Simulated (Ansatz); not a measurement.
```xyz
6

Ge   -0.4652   -0.0676    3.3362
Si   -0.7657    0.7092    1.0410
H    -0.8893   -0.3613    0.0127
H     0.5084    1.4476    0.7704
H    -1.8824    1.6734    0.8470
H     0.5448   -1.1543    2.7593
```

Geometry: r2SCAN-D4/def2-TZVP.

Level of theory: isolated molecule in a Gaussian basis; Kohn-Sham density functional theory, functional PBE0 in Ansatz.

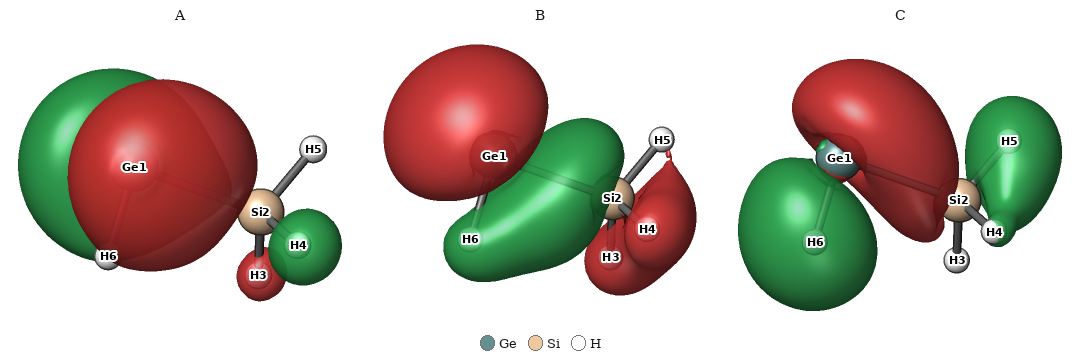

GeH4Si (SMILES [SiH3][GeH]). Three frontier orbitals at ±0.08 Å⁻³ᐟ² (green and red are the two phases), in no order.

**Order the three orbitals by energy and name them.**

C is the HOMO−1 (−8.17 eV). By Hirshfeld shares it lies mainly on Ge1 (about 45 %), H6 (about 30 %), Si2 (about 20 %) and H5 (about 5 %). B is the HOMO (−6.66 eV). By Hirshfeld shares it lies mainly on Ge1 (about 65 %) and Si2 (about 25 %). A is the LUMO (−3.29 eV). By Hirshfeld shares it lies mainly on Ge1 (about 80 %).

**What is the HOMO–LUMO gap?**

3.37 eV between the orbital energies.
